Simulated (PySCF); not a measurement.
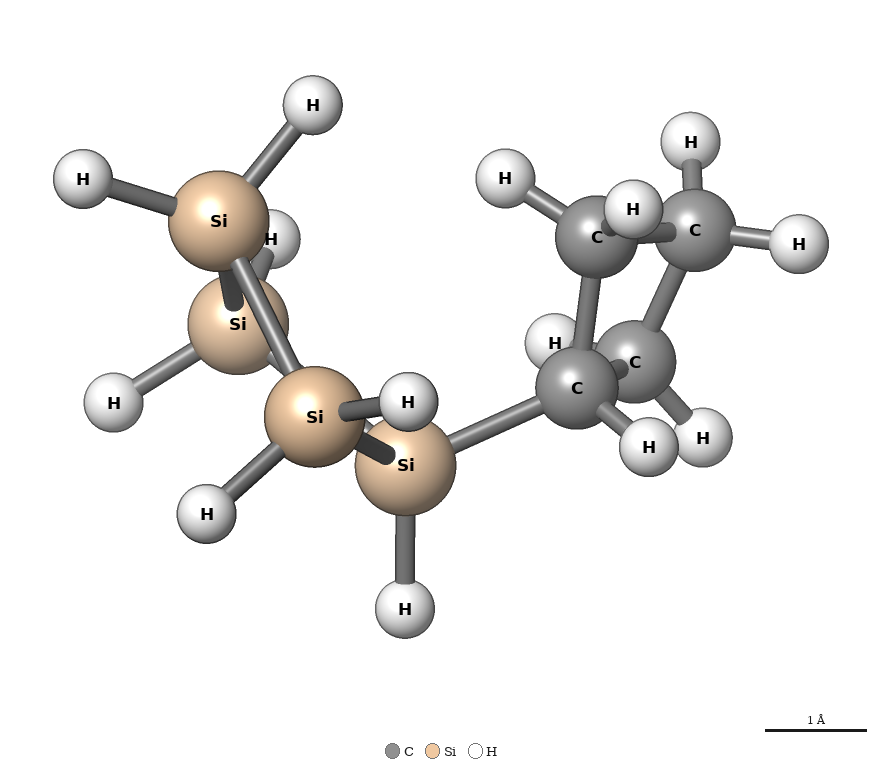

Rendered structure (ball-and-stick style).

Give the formula.

Answer. C₄H₁₄Si₄, 22 atoms: 4 carbon, 14 hydrogen and 4 silicon.

Does it have rings?

Answer. Independent rings (smallest set): 2 of 4 members.

Name some functional groups or characteristic bonds that it holds.

Answer. Among them: Si–H bond.

How many bonds of each kind are drawn?

Answer. 7 C–H, 7 Si–H, 4 C–C, 4 Si–Si, 1 C–Si.

More results for the same structure follow; atom numbers are the same in all pictures, views and colours differ. The geometry was computed by an optimisation with PBE0-D3(BJ)/def2-SVP. No frequency run is at hand to confirm it as a minimum.

**Symmetry**

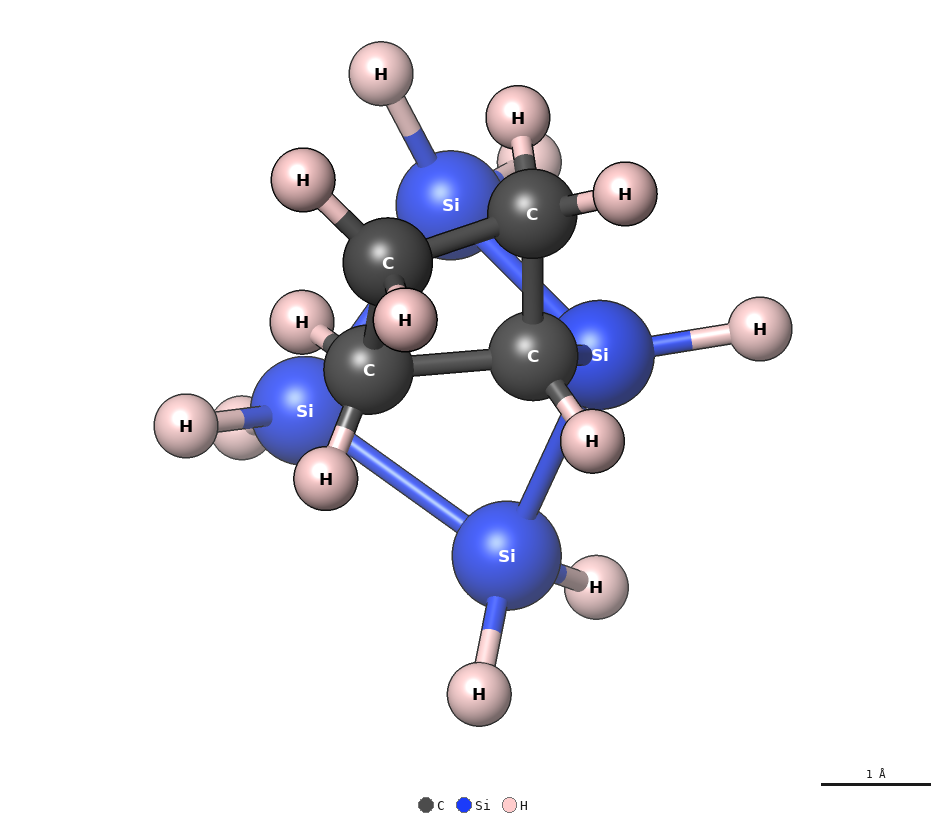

Atoms fade into the background with distance from the viewer. No frequency run is at hand to confirm it as a minimum. Masses are those of the most abundant isotopes; constants are for the rigid equilibrium geometry.

Classify the rotor and give the rotational constants (MHz).

Answer. An asymmetric top (C1): A = 1472, B = 666, C = 634 MHz. Ray's parameter κ is −0.92, close to the prolate limit.

**Bond orders**

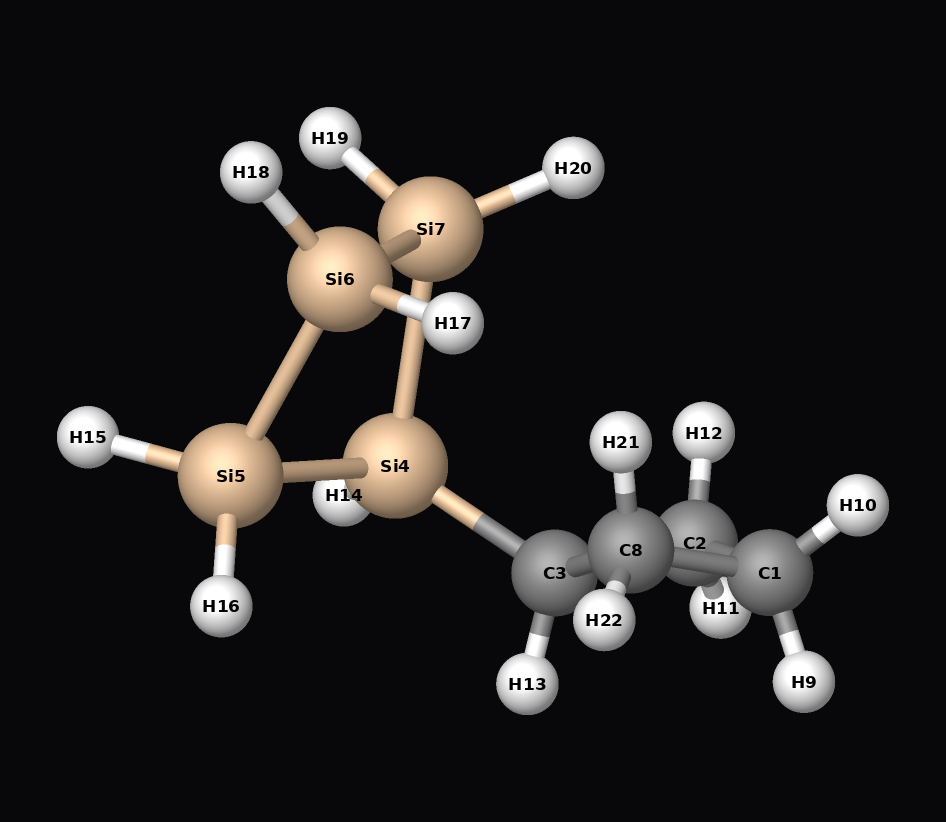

Every bond is drawn as one stick. No frequency run is at hand to confirm it as a minimum. Computed with PBE0/pcSseg-1 (PySCF 2.14.0).

List the Mayer bond orders of C1–C2, C1–C8, C2–C3, C3–Si4, C3–C8, Si4–Si5, Si4–Si7, Si5–Si6, Si6–Si7 (bonds between heavy atoms, one of each equivalent set).

| bond | Mayer order | length (Å) |
| --- | --- | --- |
| C1–C2 | 1.03 | 1.540 |
| C1–C8 | 1.03 | 1.540 |
| C2–C3 | 0.99 | 1.550 |
| C3–Si4 | 0.85 | 1.891 |
| C3–C8 | 1.00 | 1.549 |
| Si4–Si5 | 0.86 | 2.369 |
| Si4–Si7 | 0.87 | 2.370 |
| Si5–Si6 | 0.85 | 2.366 |
| Si6–Si7 | 0.85 | 2.366 |

**Electronic properties**

No frequency run is at hand to confirm it as a minimum. Level of theory: PBE0/pcSseg-1, gas phase (PySCF 2.14.0).

Computed properties:

- dipole moment: 1.29 D
- HOMO energy (Kohn–Sham orbital): −7.29 eV
- LUMO energy (Kohn–Sham orbital): −1.03 eV
- HOMO–LUMO gap: 6.26 eV

**Core levels**

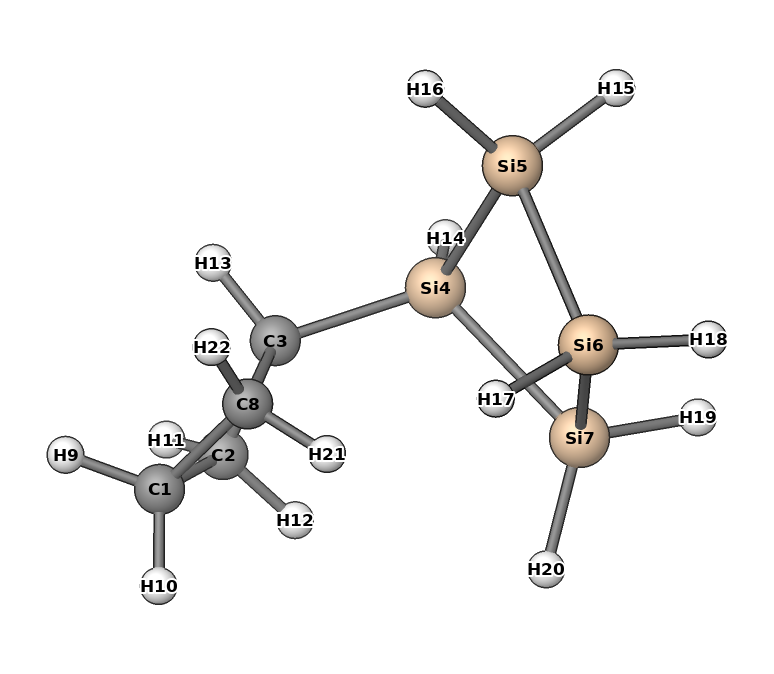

No frequency run is at hand to confirm it as a minimum. Method: delta-SCF UKS SCAN, pcX-2 on the ionised atom, pcseg-1 elsewhere, spin-free X2C (PySCF 2.14.0).

Give the core-electron binding energies (to vacuum; p and d levels without spin–orbit splitting) of C1 1s, C2 1s, C3 1s, Si4 1s, Si4 2p, Si5 1s, Si5 2p, Si6 1s, Si6 2p.

```
atom  level  binding energy (eV)
  C1     1s                290.4
  C2     1s                290.3
  C3     1s                289.9
 Si4     1s               1845.3
 Si4     2p                105.9
 Si5     1s               1845.5
 Si5     2p                106.0
 Si6     1s               1845.6
 Si6     2p                106.1
```
